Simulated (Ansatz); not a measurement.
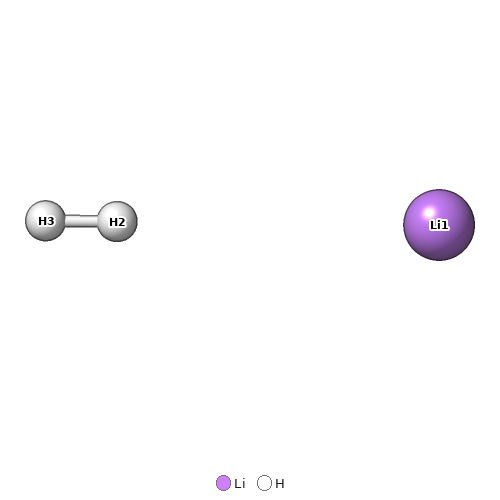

The system is Li + H₂, spin multiplicity 2; the picture shows the reference structure. 
- The first coordinate is: distance Li1–H2; the second: distance H2–H3.
- Nothing is relaxed (the angle Li1–H2–H3 is fixed at 180 degrees).
- The grid has 17 × 17 points.
- Points are written as (first, second).
- All energies are given in kJ/mol relative to the lowest grid point.
- In part of the range the unrestricted reference is strongly spin-contaminated.
- Theory: UKS PBE0-D4/aug-cc-pVTZ (Ansatz 0.2.0).

Its coordinates:

| atom | x (Å) | y (Å) | z (Å) |
| --- | --- | --- | --- |
| Li | -3.2720 | 0.0000 | 0.0000 |
| H | 0.0000 | 0.0000 | 0.0000 |
| H | 0.7260 | 0.0000 | 0.0000 |

Range: distance Li1–H2 from 1.272 to 3.272 Å; distance H2–H3 from 0.592 to 2.592 Å.

> What will the energy surface look like?

The lowest grid point is at (3.272 Å, 0.726 Å). It lies in a valley that leaves the map towards separated partners. The highest grid point, (3.272 Å, 2.592 Å), lies 392 kJ/mol above the lowest.

```tsv
distance H2–H3 ↓, distance Li1–H2 →	1.272	1.406	1.602	1.831	2.084	2.358	2.648	2.953	3.272
2.592	264	228	214	227	253	291	332	367	392
2.273	262	227	212	224	250	287	326	359	384
1.968	260	224	208	219	243	277	312	341	364
1.678	256	219	201	207	225	252	279	302	320
1.404	249	208	183	180	186	200	214	227	237
1.151	218	173	139	124	117	117	121	125	129
0.922	155	112	76	55	41	34	32	32	33
0.726	119	80	48	28	14	7	3	1	0
0.592	171	135	106	88	75	67	62	60	58
```

The table holds every second grid line.

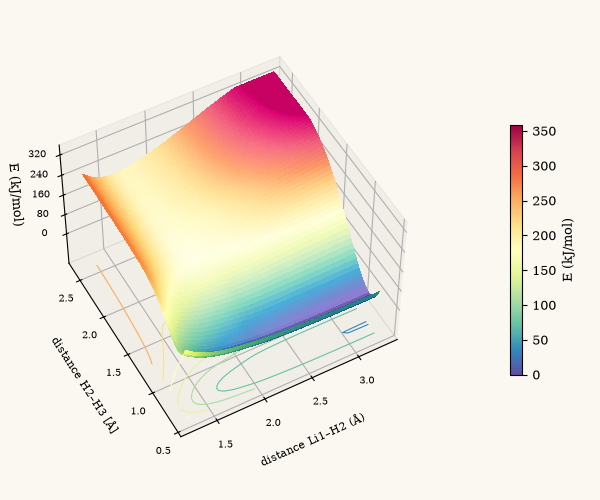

The picture shows a relief with its contours projected below, any walls above the top of the colour scale cut off. Between grid points the surface is interpolated.

Time for the 289 points that were run: 8.1 min on 1 thread of Arm Neoverse V2, with other jobs on the host.
